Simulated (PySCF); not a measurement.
## Electronic structure of CH9NSi5 (SMILES N#C[SiH]1[SiH2][SiH2][SiH2][SiH2]1) in real space

Input file:

```
{"job": {"kind": "uv", "xc": "PBE0", "basis": "def2-SVPD", "nstates": 6, "ntriplets": 2}, "charge": 0, "multiplicity": 1}
N     -2.713292     0.485379     2.650368
C     -2.380800     0.405082     1.554823
Si    -1.747998     0.258993    -0.191500
Si    -0.691759    -1.831501    -0.313518
Si     1.595811    -1.425206    -0.040233
Si     1.945982     0.887478    -0.110804
Si    -0.122491     1.934795    -0.421167
H     -2.994337     0.425798    -0.952985
H     -0.980723    -2.419669    -1.629170
H     -1.248689    -2.791286     0.642539
H      2.077628    -1.998067     1.221257
H      2.375111    -2.124300    -1.069588
H      2.594971     1.365632     1.114806
H      2.883432     1.258739    -1.177811
H     -0.239538     2.511990    -1.767707
H     -0.360906     3.065086     0.479279
```

Launched as:

```sh
OMP_NUM_THREADS=1 python probes_run.py task.json out
```

Geometry: GFN2-xTB.

These are results of PBE0/def2-SVPD, SCF density, gas phase (PySCF 2.14.0), not measurements.

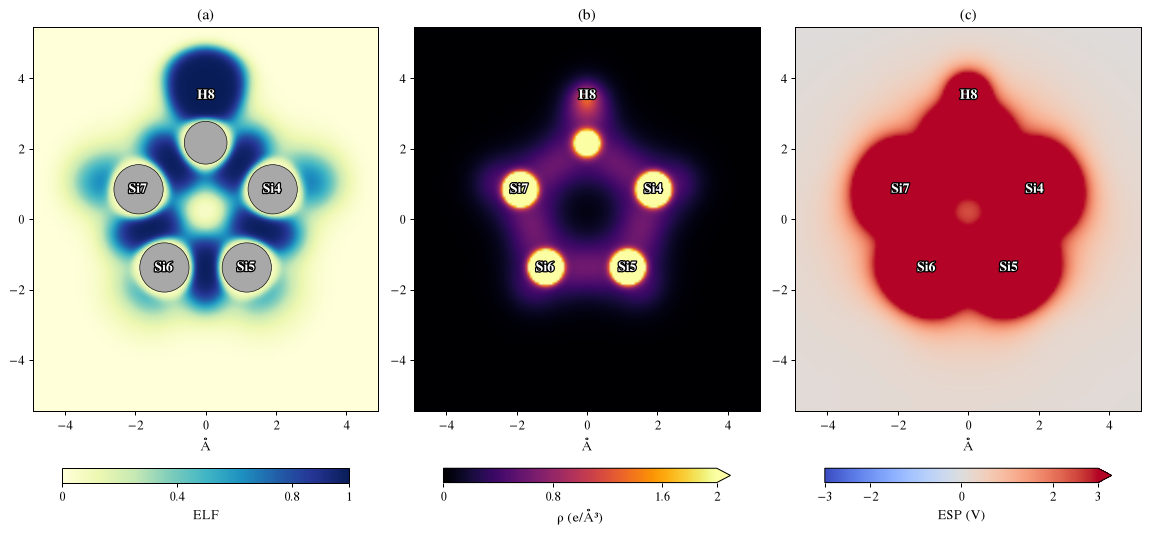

Figure 1. (a) ELF; (b) electron density; (c) electrostatic potential on the plane of atoms Si5, Si6 and Si7. Grey discs cover the atomic cores in the ELF map.

**Interpret the plot.**

- Atoms in the plane: Si and H.
- Si–Si (2.34 Å): ρ at the midpoint is about 0.63 e/Å³; the ELF peaks at about 1 between the atoms: localised, covalent bonding.
- The potential has no marked negative region in this plane.

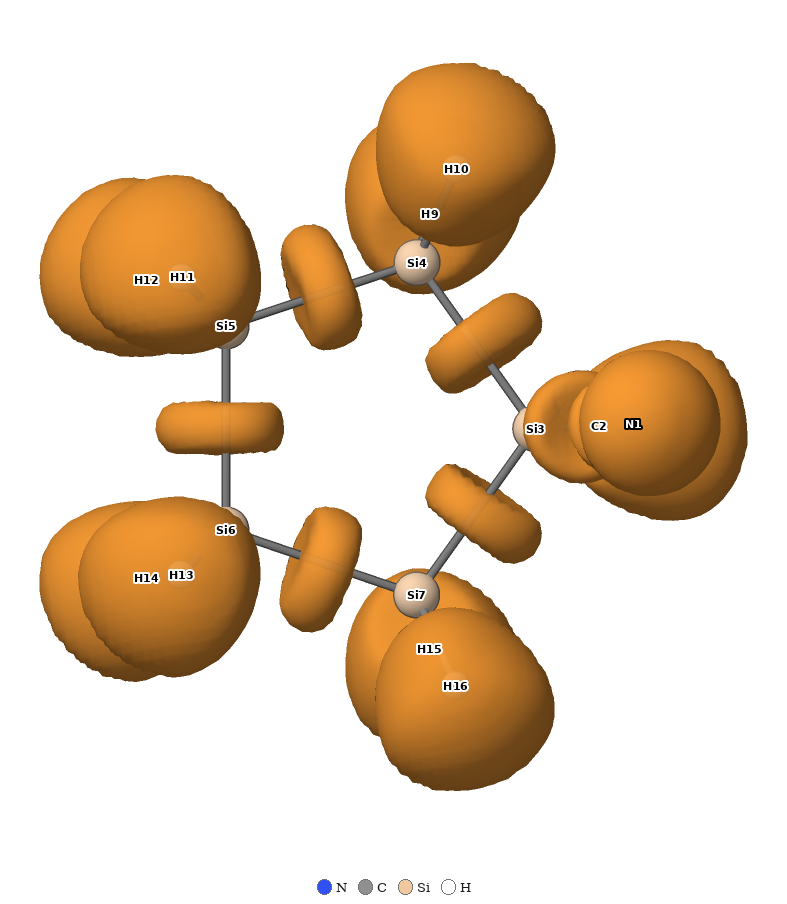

Figure 2. Isosurface of the electron localisation function at 0.85 (orange), seen across its widest extent. Only the valence region is drawn (cores and ρ < 0.01 e/Å³ removed).

**Where are the electrons localised?**

The surface consists of one region between bonded C–N atoms (shared pairs), one region between bonded C–Si atoms (shared pairs), five regions between bonded Si–Si atoms (shared pairs), nine regions around hydrogen nuclei and one lobe on N, pointing away from the bonds (lone pairs). Along the contacts the grid gives the following. C–N (1.15 Å): the ELF peaks at about 0.90 between the atoms; a short, multiple covalent bond. C–Si (1.86 Å): the ELF peaks at about 0.95 between the atoms, as expected for localised, covalent bonding.

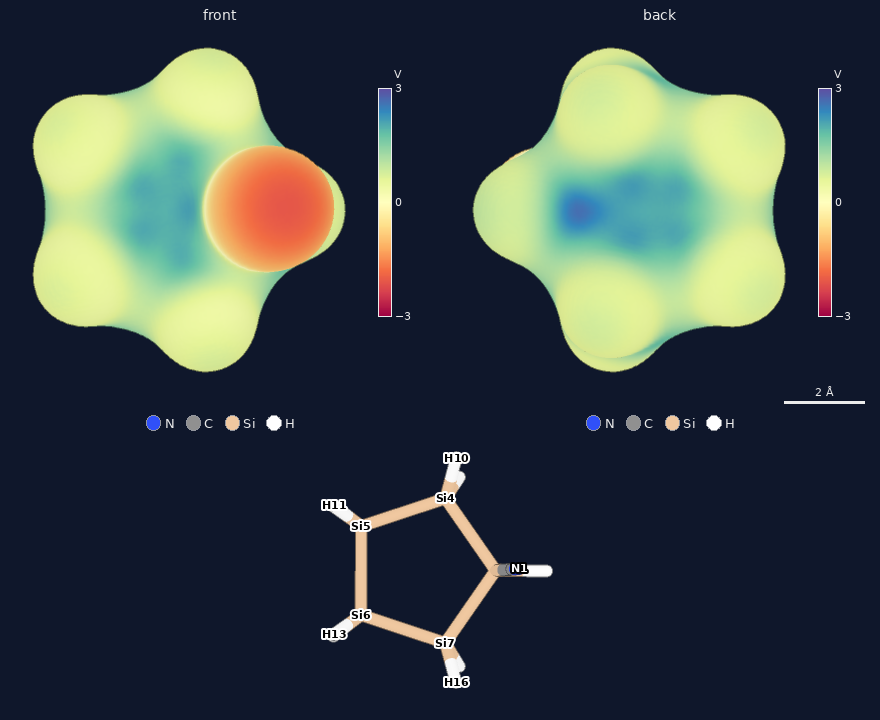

Figure 3. The electrostatic potential painted on the density surface at 0.004 e/bohr³, seen from the front and from behind; the colour scale runs from red (negative) to blue (positive). The bare structure is drawn below in the same view.

**Where is the surface potential most negative and most positive?**

The most negative region (about −2.0 V) lies over N1, the most positive (about +2.4 V) over Si3. N1 is the likeliest acceptor of a hydrogen bond.

**What dipole moment does the calculation give?**

Its dipole moment is 4.10 D.
